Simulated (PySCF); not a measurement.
```csv
atom,x (Å),y (Å),z (Å)
C,-0.8115,1.4628,0.4440
C,-0.8140,0.0725,0.1719
C,-1.7950,-0.3736,-0.8874
Cl,-1.2520,-0.8985,1.7579
Si,0.9761,-0.6378,-0.1189
C,2.1232,-0.0801,1.2776
H,-1.4521,2.1350,-0.0966
H,-0.2363,1.8620,1.2571
H,-2.8081,-0.0658,-0.6326
H,-1.5215,0.0774,-1.8393
H,-1.7805,-1.4543,-1.0010
H,0.8460,-2.0940,-0.1873
H,1.4212,-0.0922,-1.4096
H,3.0955,-0.5509,1.1736
H,1.7255,-0.3490,2.2513
H,2.2758,0.9952,1.2641
```

Geometry: GFN2-xTB.

Level of theory: UKS B3LYP, pcH-1 on C Cl H Si, non-relativistic, mean-field spin-orbit, GIAO in PySCF.

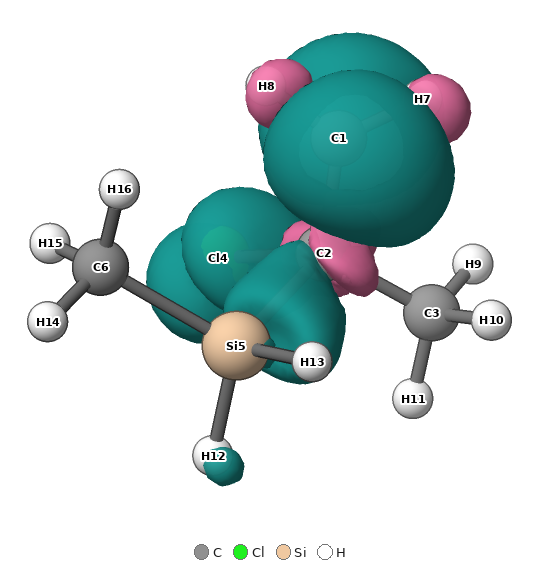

C$_{4}$H$_{10}$ClSi (SMILES [CH2][C@](C)(Cl)[SiH2]C) (doublet). Isosurfaces of the spin density at +0.015 (teal) and −0.015 e/Å³ (pink), seen at a tilt.

Q: Which atoms carry the spin?

A: The unpaired spin (1 electron) lies mostly on C1 (about 0.6) and Cl4 (about 0.1), in electrons by Hirshfeld's partition.
